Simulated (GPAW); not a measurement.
Calculation of the molecule and its ions, with input and output: SnO

- system: SnO (tin(ii) oxide)
- method: RPBE/real-space grid, scalar-relativistic datasets (GPAW 26.7.0)

The geometry comes from this level: GFN2-xTB.

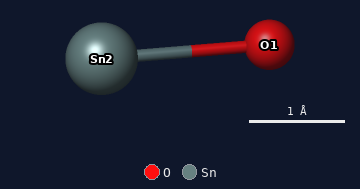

Figure 1. The input geometry (ball-and-stick view, seen at a tilt; atoms are numbered from 1 in the order of the input). Sticks mark near contacts. Bond lengths as drawn: O–Sn 1.80 Å.

## Input (molecule.py)
```python
from ase import Atoms
from gpaw import GPAW

system = Atoms(['O', 'Sn'],
    positions=[[  0.000000,   0.000000,   0.000000],
               [  0.000000,   0.000000,   1.803580]])
system.center(vacuum=4.5)

energies = {}
for name, charge, unpaired in [('neutral', 0, 0), ('oxidised', 1, 1)]:
    system.set_initial_magnetic_moments([unpaired / len(system)] * len(system))
    dft = GPAW(mode='fd',
               h=0.18,
               xc='RPBE',
               charge=charge,
               occupations={'name': 'fermi-dirac', 'width': 0.0, 'fixmagmom': unpaired > 0},
               maxiter=100,
               symmetry='off',
               txt=f'{name}.txt')
    system.calc = dft
    energies[name] = system.get_potential_energy()
    print(f'{name:10} {energies[name]:12.5f} eV')

ip = energies['oxidised'] - energies['neutral']
print(f'Vertical IP = {ip:.3f} eV')
```

Machine: 1 thread of Intel Xeon @ 2.50GHz (Skylake/Cascade Lake), 189 GiB of memory available, shared host.

Launch command:
```bash
python3 molecule.py
```

## Log
```
neutral        -9.02357 eV
oxidised        0.75813 eV
Vertical IP = 9.782 eV
```

## Key numbers

| quantity | value |
| --- | --- |
| outcome | converged |
| ionisation energy | 9.78 eV |
| wall time | 1.9 min |
| peak memory | 0.82 GiB |
